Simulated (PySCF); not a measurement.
```xyz
14

C     2.1241   -0.4398    0.0144
C     0.9686   -0.8349    0.5238
P    -0.4395    0.2264    0.9731
C    -0.2590    1.5754   -0.2836
C    -1.7440   -0.7692    0.1040
H     2.9302   -1.1328   -0.1698
H     2.3178    0.5877   -0.2450
H     0.8246   -1.8742    0.7985
H     0.5326    2.2553    0.0235
H    -1.1917    2.1356   -0.3234
H    -0.0326    1.1676   -1.2677
H    -1.4745   -0.9533   -0.9350
H    -1.8715   -1.7188    0.6200
H    -2.6858   -0.2254    0.1451
```

Geometry: GFN2-xTB.

All numbers below come from PySCF 2.14.0, B3LYP/def2-SVPD, SCF density, gas phase.

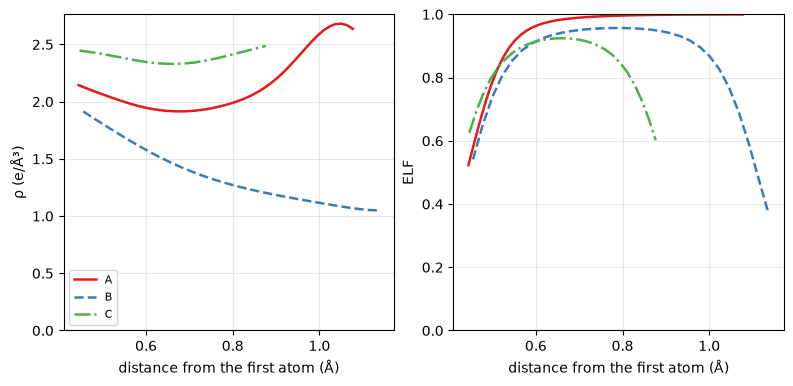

C₄H₉P. Total electron density and electron localisation function along straight lines between neighbouring atoms. The curves leave out the atomic cores.

Q: Which curve belongs to which contact (C–C, C–H and C–P)? The first atom named is at distance zero.

A: Curve A: C–H (1.08 Å): the density is about 2 e/Å³ at the midpoint; the ELF climbs to about 1 towards the hydrogen, as it does in any bond to H (an ordinary covalent bond to hydrogen). Curve B: C–P (1.82 Å): ρ is about 1.2 e/Å³ halfway; the ELF peaks at about 0.95 between the atoms: localised, covalent bonding. Curve C: C–C (1.32 Å): the density is about 2.3 e/Å³ at the midpoint; the ELF peaks at about 0.90 between the atoms (a short, multiple covalent bond).
